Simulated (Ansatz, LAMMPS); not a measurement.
# N in place of O at several sites of glassy 62P2O5-14Al2O3-24BaO (mol %) (160 atoms), part 2 of 4

At which site of glassy 62P2O5-14Al2O3-24BaO (mol %) (160 atoms) does N in place of O cost least, and what about the site decides it?

Ansatz 0.2.0; Kohn-Sham DFT, PBE, PAW (set soft_2), plane waves.

The cell: 36 P, 8 Al, 7 Ba and 109 O. The quench rate of 1000 K/ps far exceeds what a furnace or splat quench reaches. The starting topology of bonds comes from the classical model. Only the Γ point is sampled, in a cell whose shortest periodic width is 13 Å. The levels lack spin–orbit coupling.

So far. Step 2 (Single point at the start): The r.m.s. force at the start is 1.5 eV/Å. Step 3 (Relaxation): The relaxation converged after 45 steps, 22.3 eV below its start, with a largest force component of 0.041 eV/Å.

## Step 4: Single point at the relaxed geometry

One more single point at the end of the walk gives the fuller output and checks the residual forces.

Contents of input.yaml:

```yaml
crystal:
  lattice:
    - [13.0819, 0.0, 0.0]
    - [0.0, 13.0819, 0.0]
    - [0.0, 0.0, 13.0819]
  atoms:
    - { symbol: P, position: [0.85085, 0.63672, 0.02819] }
    - { symbol: P, position: [0.33397, 0.2252, 0.09707] }
    - { symbol: P, position: [0.75682, 0.75958, 0.52858] }
    - { symbol: P, position: [0.5978, 0.63102, 0.77896] }
    - { symbol: P, position: [0.66114, 0.40483, 0.15828] }
    - { symbol: P, position: [0.72427, 0.07337, 0.13093] }
    [... 148 atom lines left out ...]
    - { symbol: O, position: [0.53332, 0.73572, 0.78616] }
    - { symbol: O, position: [0.01386, 0.60146, 0.70976] }
    - { symbol: O, position: [0.04546, 0.88352, 0.52584] }
    - { symbol: O, position: [0.99121, 0.25716, 0.92696] }
    - { symbol: O, position: [0.01708, 0.21463, 0.73025] }
    - { symbol: O, position: [0.42586, 0.57437, 0.39204] }
kpoints:
  mp_grid: { grid: [1, 1, 1] }
hamiltonian:
  xc: pbe
scf:
  occupations: { method: fixed }
output:
  forces: true
  stress: true
  populations: true
  dos:
    method: { smearing: { sigma: 0.15 } }
    de: 0.1
    projected: { site_lists: { Al: [Al], Ba: [Ba], O: [O], P: [P] } }
  eigenvalues: true
  write_density: true
  write_potential: true
  volumetric_format: npy
```

Command:

```
$ ansatz run input.yaml --threads 8 --pin off --max-ram 15872MiB --backend cpu --events-out ev --progress --plain --runs-dir out
```

Numbers of over 12 decimals in the logs are rounded to 6 here.

The log of the run:

```text
[...]
Crystal: 160 atoms, lattice volume = 2238.785 Å³
Basis set: ecut = 420 eV, 43723 PW (Γ), exchange–correlation on 180×180×180 points (8 copies of the dense FFT grid, shifted against one another)
Bands: 624, of which v1, the nominal top of the filled ones, is band 464 counted from 1 (463 counted from 0)
Symmetry: 1 space group operations
[...]
k-points: 1
[...]
SCF iter   1: F=—  HF=-135092.574394 eV  |F-HF|=—  |Δ(HF+E_count)|=         —  Δρ=2.97e-3  dr2=2.38e-1  ethr=1.77e-3  ⟨swp⟩=7.0  Hψ=2474  notcnv=0  defer=156
[...]
SCF iter  10: F=-135092.575431 eV  HF=-135092.575432 eV  |F-HF|=2.95e-8  |Δ(HF+E_count)|=   1.41e-8  Δρ=1.33e-6  dr2=3.90e-8  ethr=1.08e-11  ⟨swp⟩=32.0  Hψ=8196  notcnv=0
SCF 1 converged in 10 iterations: F = -135092.575431 eV  dr2 = 3.90e-8
[...]
WARN: The input density's exchange-correlation potential varies sharply where the density is thin. Do not read a vacuum level from v_tot or v_xc, or from such a field of the output density. On a cell that repeats whose density bears no net charge and no dipole along the vacuum's axis use v_es (v_loc + v_h of the components); [...]
SCF converged after 10 iterations
Free energy (F): -135092.575431 eV
[...]
Internal energy: -135092.575431 eV  (E = F + TS)
E sigma→0 (E₀):  -135092.575431 eV
Fermi energy:    3.839956 eV
[...]
--- Forces (eV/Å), atoms counted from 1 ---
  atom   1  P      0.01250798    -0.02670536     0.00745120
  atom   2  P      0.01573359     0.02049637    -0.00593984
  atom   3  P      0.02789738     0.01091512     0.01297516
  atom   4  P      0.02421335     0.03679611    -0.00599094
  atom   5  P     -0.00267230    -0.00503849     0.00659828
  atom   6  P     -0.01653851     0.01362813     0.00665782
  atom   7  P     -0.02690072     0.01177937     0.00241741
  atom   8  P      0.00477699    -0.03063076     0.01979033
  atom   9  P      0.01005001    -0.02181696    -0.00996904
  atom  10  P     -0.00781293    -0.01384432    -0.00667386
  atom  11  P     -0.01274533    -0.00272456     0.01984089
  atom  12  P     -0.01002856     0.00708097     0.01629435
  atom  13  P     -0.03447258     0.00546014    -0.02739758
  atom  14  P      0.00501250    -0.04261715     0.03285179
[...]
atom 159  O      0.02113118    -0.00219914    -0.00704027
  atom 160  O     -0.00354558     0.01747076    -0.01697989
  max |Σ_I F_I| component: 4.06e-5 eV/Å
--- Stress (GPa, compression-positive) ---
        0.984878       0.531495      -0.225479
        0.531498       1.154452       0.364117
       -0.225479       0.364120       1.339645
  P = ⅓ Tr σ = 1.1597 GPa (11.597 kbar)
--- Band table (eV) ---
[...]
--- Löwdin populations: 160 sites ---
  site symbol       q [e]
     0      P      2.8616
     1      P      2.8499
     2      P      2.8768
[...]
159      O      6.7526
  spilling = 0.016860 (of n_electrons = 928.000000)
```

Elapsed: 40 s, on 8 threads of Arm Neoverse V2, shared host; peak memory 3.7 GiB; 5.1 min of CPU time.

The program notes that the exchange-correlation potential is rough where the density is thin.

The run gave:

| Item | Value |
| --- | --- |
| free energy | -135092.5754 eV |
| free energy per atom | -844.3286 eV/atom |
| SCF cycles | 10 |
| pressure | 1.16 GPa |
| r.m.s. force component | 0.01196 eV/Å |
| longest force | 0.05645 eV/Å |
| Fermi energy | 3.84 eV |
| gap (highest filled to lowest empty level) | 3.938 eV |
| spilling of the projection | 0.01686 |

Löwdin charges by element (they lack the spilled electrons, 0.098 e an atom on average):

```tsv
element	coordination	atoms	mean charge (e)	spread	least	most
Al	all	8	1.37	0.0447	1.28	1.44
Ba	all	7	1.81	0.0121	1.80	1.83
O	all	109	-0.79	0.0679	-0.951	-0.682
P	all	36	2.17	0.0498	2.06	2.27
```

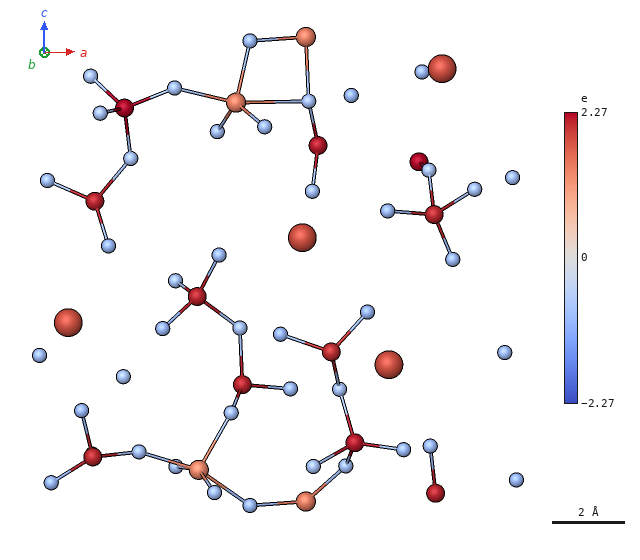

Atoms coloured by Löwdin charge. Drawn is a slice 4 Å thick, seen along the normal of the ac plane. Bonds to atoms that aren't drawn are left out.

Density of states as counts of states in windows of 1 eV (from the Fermi level), total and the larger projections:

```tsv
from (eV)	to (eV)	total	O p	P p	O s
-10	-9	25.6	15.7	4.7	1.6
-9	-8	20.2	13.8	3.7	0.9
-8	-7	24.3	16.8	3.2	1.6
-7	-6	43.0	30.4	4.8	4.7
-6	-5	72.6	55.7	6.5	6.6
-5	-4	82.0	67.8	4.9	5.0
-4	-3	97.9	87.3	3.3	3.2
-3	-2	99.6	91.4	3.0	1.5
-2	-1	103.8	97.6	2.4	0.7
-1	0	44.0	42.1	0.6	0.2
0	1	1.1	1.1	0.0	0.0
1	3	0.0	0.0	0.0	0.0
3	4	1.4	0.1	0.1	0.3
4	5	7.6	1.0	0.9	1.3
```

With fixed occupations the program's Fermi level is the highest filled level; weight inside the gap is the broadening of levels at its edges.

Between -26 and -10 eV lie 314 more states.

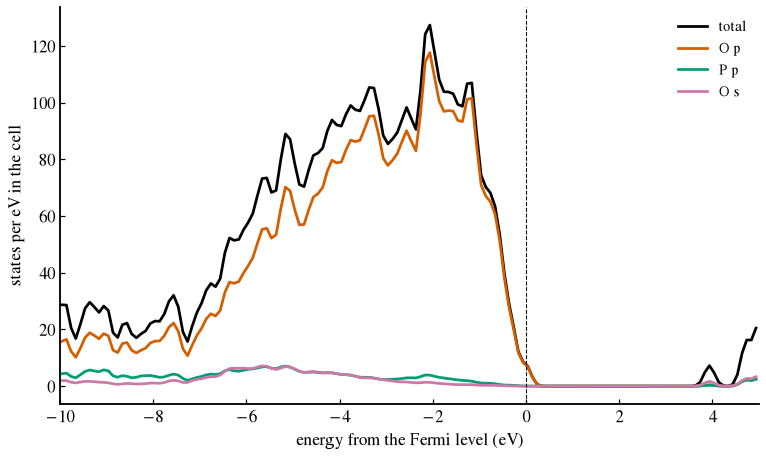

Total and projected density of states, with the broadening of the input.

The levels nearest the highest filled one (over half full), pooled over k-points and spins:

```tsv
level less the highest filled one (eV)	occupation
-0.500	2
-0.482	2
-0.378	2
-0.293	2
-0.257	2
0	2
3.94	0
4.70	0
4.73	0
4.92	0
5.02	0
5.08	0
```

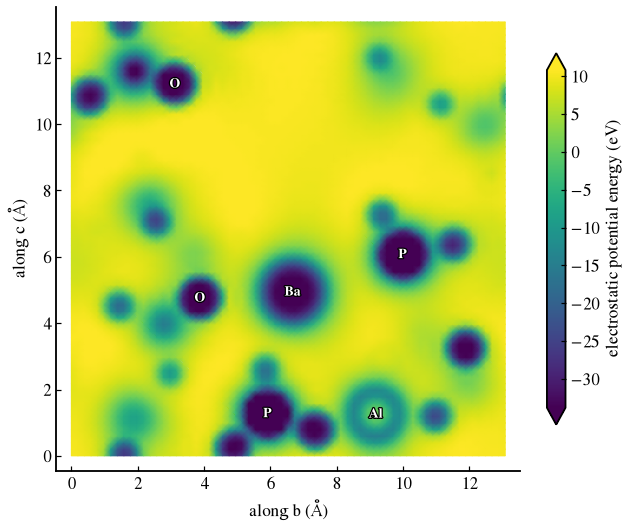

Electrostatic potential energy in the bc plane at fractional x = 0.330, with atoms of P and Al and Ba and O within 0.2 Å of it. With pseudopotentials it is smooth inside the atoms' cores, unlike the true potential. The map starts off the cell's origin, so that atoms lie inside it.

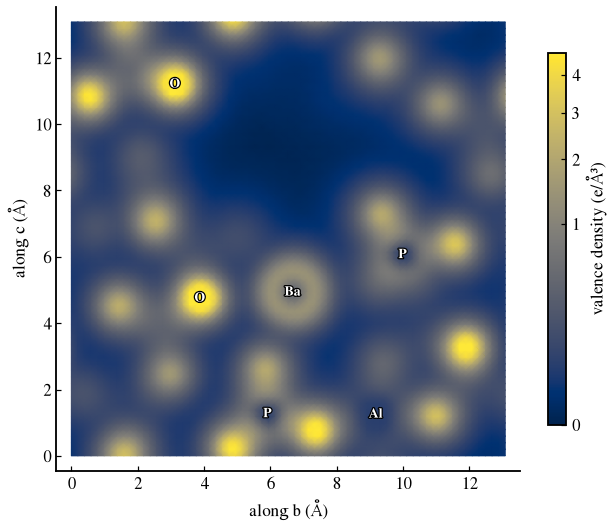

Valence density in the bc plane at fractional x = 0.330, with atoms of P and Al and Ba and O within 0.2 Å of it. It is the smooth field of the valence electrons, not physical close to the nuclei. The map starts off the cell's origin, so that atoms lie inside it. The colour scale is stretched toward low values.

The highest filled and lowest empty levels differ by 3.94 eV (at Γ alone); a semilocal functional tends to put such gaps too low. In a disordered cell it changes from sample to sample, and tail or defect levels can set it. Mean Löwdin charges: Al +1.37, Ba +1.81, O -0.79, P +2.17 e (they miss 1.7 % of the electrons, so they add up to more than the cell's charge).

## Step 5: N on a site of O, site O156

The site has 1 bonded neighbour (P) at 1.46 Å on average, by cutoffs that count no bonds between two metal atoms or like ions. The change is made in the relaxed cell and the atoms are relaxed again, with spin allowed.

Contents of input.yaml:

```yaml
crystal:
  lattice:
    - [13.0819, 0.0, 0.0]
    - [0.0, 13.0819, 0.0]
    - [0.0, 0.0, 13.0819]
  atoms:
    [... atom lines 1 to 152 left out ...]
    - { symbol: O, position: [0.11476, 0.65925, 0.11497] }
    - { symbol: O, position: [0.89458, 0.07929, 0.78428] }
    - { symbol: O, position: [0.53332, 0.73572, 0.78616] }
    - { symbol: "N", position: [0.01386, 0.60146, 0.70976], spin: 0.6 }
    - { symbol: O, position: [0.04546, 0.88352, 0.52584] }
    - { symbol: O, position: [0.99121, 0.25716, 0.92696] }
    - { symbol: O, position: [0.01708, 0.21463, 0.73025] }
    [... atom lines 160 to 160 left out ...]
magnetization:
  spin_polarized: true
kpoints:
  mp_grid: { grid: [1, 1, 1] }
hamiltonian:
  xc: pbe
scf:
  occupations: { method: fermi_dirac, width: 0.025 }
  lower_state_search: "off"
output:
  forces: true
  eigenvalues: true
relax:
  f_tol: 0.05
  max_steps: 90
```

The log of the run:

```text
Engine: ansatz 0.2.0, aarch64-unknown-linux-gnu
Pseudopotentials: kind: paw
Pseudopotential: P, paw, valence charge 5, recommended cutoff 420 eV (normal), P.paw.azcp
Pseudopotential: Al, paw, valence charge 3, recommended cutoff 420 eV (normal), Al.paw.azcp
Pseudopotential: Ba, paw, valence charge 10, recommended cutoff 420 eV (normal), Ba.paw.azcp
Pseudopotential: O, paw, valence charge 6, recommended cutoff 420 eV (normal), O.paw.azcp
Pseudopotential: N, paw, valence charge 5, recommended cutoff 420 eV (normal), N.paw.azcp
Functional definition: PBE
  parameter kappa = 0.804
  parameter beta = 0.066725
  exchange = pbe_x(kappa = kappa, mu = beta*pi^2/3)
  correlation = pbe_c(beta = beta)
Crystal: 160 atoms, lattice volume = 2238.785 Å³
Basis set: ecut = 420 eV, 43723 PW (Γ), exchange–correlation on 180×180×180 points (8 copies of the dense FFT grid, shifted against one another)
Bands: 625, of which v1, the nominal top of the filled ones, is band 464 counted from 1 (463 counted from 0)
Symmetry: 1 space group operations
Space group: P1 (ITA 1), of the structure as read, at distance tolerance 1.3e-4 Å
Magnetic group: BNS 1.1 (UNI 1), of the structure as read, at distance tolerance 1.3e-4 Å
k-points: 1
Non-local potential: P, projectors of the file, l = 0: 2, l = 1: 2, l = 2: 2
Non-local potential: Al, projectors of the file, l = 0: 2, l = 1: 2, l = 2: 1
Non-local potential: Ba, projectors of the file, l = 0: 3, l = 1: 2, l = 2: 2, l = 3: 2
Non-local potential: O, projectors of the file, l = 0: 2, l = 1: 2, l = 2: 1
Non-local potential: N, projectors of the file, l = 0: 2, l = 1: 2, l = 2: 1
PAW form: soft (Blöchl's): semilocal exchange-correlation on the pseudo side does not see the compensation charge
PAW one-centre angular grid: P, 110 points (default); XC on 64 Gauss nodes
PAW one-centre angular grid: Al, 110 points (default); XC on 64 Gauss nodes
PAW one-centre angular grid: Ba, 194 points (default); XC on 64 Gauss nodes
PAW one-centre angular grid: O, 110 points (default); XC on 64 Gauss nodes
PAW one-centre angular grid: N, 110 points (default); XC on 64 Gauss nodes
Initial density: superposition of atomic densities (chi_scale 0.1, normalization cell, long waves 75 % of neutral atoms (reshape's long-wave potential 1.75 eV rms, cloud 2.81 Å wide))
Starting moments: Σ|m| = 1.2 μB on 2 of 160 sites
Initial wavefunctions: pseudopotential atomic-orbital guess
Functional: x = pbe(κ = 0.804, μ = 0.219515), c = pbe(β = 0.066725)
SCF iter   1: F=—  HF=-134999.010868 eV  |F-HF|=—  |Δ(HF+E_count)|=         —  Δρ=5.52e-2 (↑5.40e-2 ↓5.52e-2)  dr2=3.10e2  dr2_m=2.56e-1  M=0.012 μB ∫|m|=0.173 μB  β_m=0.30  ethr=3.10e-3  ⟨swp⟩=12.0  Hψ=8514  notcnv=0  defer=265
[...]
relax step  15: F+E_penalty+E_count = -134906.66757530 eV  Δ(F+E_penalty+E_count) = -2.795e-2 eV  max|allowed force component| = 3.556e-1 eV/Å  Δτ_max = 0.1902 Å  (25 SCF iters, accepted)
[...]
spin=Collinear: Resta preconditioning applied to the charge; magnetization (m = ρ↑ − ρ↓) channel mixes plain (no charge-response kernel on spin).
[...]
Step cancelled. What follows is not a result of the run: it is the report of the last solve that finished, which converged after 25 SCF iterations.
Magnetization: 0.9841 μB (463.9921 up, 463.0079 down)
Absolute magnetization: 1.0865 μB (∫|ρ↑−ρ↓|, with the PAW one-centre terms)
Spin contamination: 0.0063 ħ² per cell (⟨S²⟩ above its minimum at these occupations)
Per-site moments (μB) at R_I (Å): [(-1.169285258962453e-5, 0.610763), (-1.1013883918423867e-5, 0.615880), (-7.479148063035516e-5, 0.614221), (0.000103572, 0.613082), (2.0998719979467757e-7, 0.612448), [...]
Free energy (F): -134906.667575 eV
Harris-Foulkes:  -134906.667575 eV  (|F-HF|=7.28e-10)
Internal energy: -134906.630622 eV  (E = F + TS)
E sigma→0 (E₀):  -134906.649099 eV
Entropy (-TS):   -0.036953 eV (-0.231 meV/atom)
Fermi energy:    3.613613 eV
--- Per-component energies (eV) ---
  E_band       = -4375.816754
  E_kinetic    = 23491.152652
  E_local      = -67366.288302  (includes V_loc(G=0)·N_el)
  E_nonlocal   = 6795.030979
  E_hartree    = 25462.327481
  E_xc         = -11826.270822
  E_vxc        = -13729.396967  (∫ρ·V_xc dr)
  E_paw        = -78063.501572  (= ΣΔE_a)
  E_vpaw       = -4491.240394  (= ΣTr[D̂ρ^β])
  E_aug_tail   = 0.270437  (compensation charges beyond the density's cutoff)
  E_ewald      = -33399.351476
  E_smearing   = -0.036953  (= −TS)
  E_closure    = 0.000000  (closes the sum)
  Σ components = -134906.667575   (vs F -134906.667575, Δ=0.00e0)
--- Forces (eV/Å), atoms counted from 1 ---
  atom   1  P     -0.08394721    -0.14048383    -0.11585511
  atom   2  P     -0.01189964     0.07631260    -0.02267806
  atom   3  P      0.10629655    -0.00976690     0.12748445
  atom   4  P      0.27647461     0.00491338     0.01215260
  atom   5  P     -0.00605357     0.00938752    -0.09554675
  atom   6  P      0.14126506     0.10596306     0.05499994
  atom   7  P      0.01383062     0.05471339    -0.02293457
  atom   8  P      0.13066165     0.06465136    -0.08276921
[...]
atom  13  P     -0.00760473     0.01289738    -0.03286905
  atom  14  P     -0.08755444     0.00949948    -0.02358039
[...]
atom 159  O      0.02177789    -0.08284570    -0.01715500
  atom 160  O      0.03032440     0.05197199    -0.01368332
  max |Σ_I F_I| component: 3.67e-5 eV/Å
--- Band table (eV) ---
  k-point 0 ↑: bands = ["-21.7588", "-21.6046", "-21.5743", "-21.3959", [... 609 levels ...], "13.1409", "13.1551", "13.1722", "13.1851", "13.2171", "13.2429", "13.2531", "13.2826", "13.3052", "13.3205", "13.3376", "13.3877"]
  k-point 0 ↓: bands = ["-21.7588", "-21.6047", "-21.5743", "-21.3959", [... 609 levels ...], "13.1440", "13.1582", "13.1747", "13.1887", "13.2215", "13.2444", "13.2572", "13.2914", "13.3074", "13.3248", "13.3409", "13.3907"]
End of that report.
Error: SIGTERM received: cancelled by the caller after 18 completed SCF iterations
[key lines of the parts left out:]
The SCF converged. Along the directions that its mixing steps explored, a Ritz value of the dielectric operator 1 − χ₀K read negative at each of the l
```

Wall time 19 min (8 threads); peak memory 6.5 GiB.

The relaxation was stopped at its limit after 15 steps, 0.987 eV below its start, with a largest force component of 0.36 eV/Å.

A closer look about the N atom, after relaxation: 10 atoms, nearest first, numbered in the order of the input, with positions taken from that point.

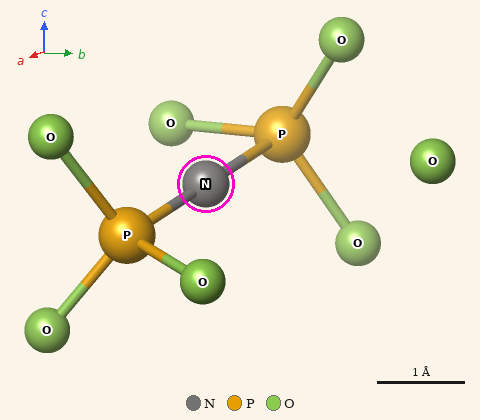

The atoms of the table, within 3.1 Å (arrows a, b, c point along x, y, z); some may hide others; the central atom is ringed.

```tsv
atom	x	y	z	distance (Å)	bonds
N156	0.00	0.00	0.00	0.00	2
P33	1.44	-0.38	-0.43	1.55	4
P18	-1.63	0.27	0.37	1.69	5
O77	-1.16	1.22	1.61	2.33	2
O85	-2.04	-1.31	0.35	2.45	2
O91	-2.08	1.03	-0.93	2.50	2
O78	1.63	-1.31	-1.57	2.61	2
O146	2.35	0.96	-0.76	2.65	2
O111	2.37	-0.95	0.83	2.68	2
O107	0.34	3.01	0.49	3.07	1
```

The column of bonds counts only the pairs O-P within 2.11 Å, O-Al within 2.19 Å, O-Ba within 3.29 Å, P-N within 2.08 Å; other neighbours, such as metal atoms beside each other in a compound, aren't counted, and periodic images can show an atom twice.

The largest move is 0.63 Å, by N156.

(Continued in part 3 of 4.)

[Logs are printed without paths, hosts, clocks, repeated set-up lines and the standing remarks that a program may print on its own settings, such as how far it seeks lower states.]

[Hosts, paths, dates, database ids (printed as entryN), source tags and the programs' standing remarks are cut or masked in the printed files.]
